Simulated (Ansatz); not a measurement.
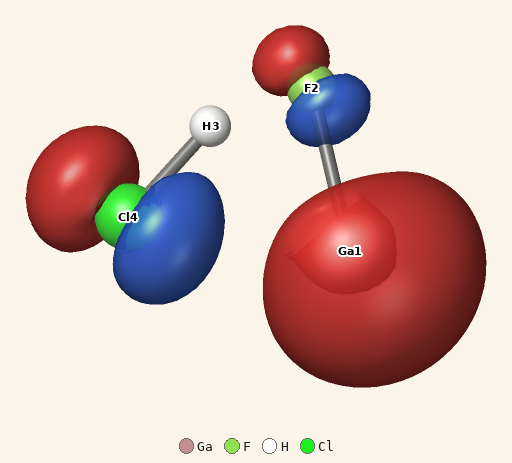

*FGa···HCl. The HOMO at ±0.15 Å⁻³ᐟ² (red and blue are the two phases), seen at a tilt.*

A transition-state structure; geometry: PBE0-D4/def2-TZVP.

These are results of RKS PBE0-D4/def2-TZVPP (Ansatz), not measurements.

```yaml
atoms:
  - { symbol: Ga, position_ang: [-0.9419, -1.2248, -0.1800] }
  - { symbol: F, position_ang: [-0.0145, 0.1733, -1.1866] }
  - { symbol: H, position_ang: [0.4289, 0.5756, -0.0285] }
  - { symbol: Cl, position_ang: [0.5275, 0.4759, 1.3952] }
```

Question: Where does this orbital lie, and at what energy?

Answer: By Hirshfeld shares it lies mainly on Ga1 (about 65 %), Cl4 (about 25 %) and F2 (about 10 %); it is symmetric in the molecular plane (an in-plane orbital: σ, lone-pair or in-plane π type). Its energy is −7.99 eV.
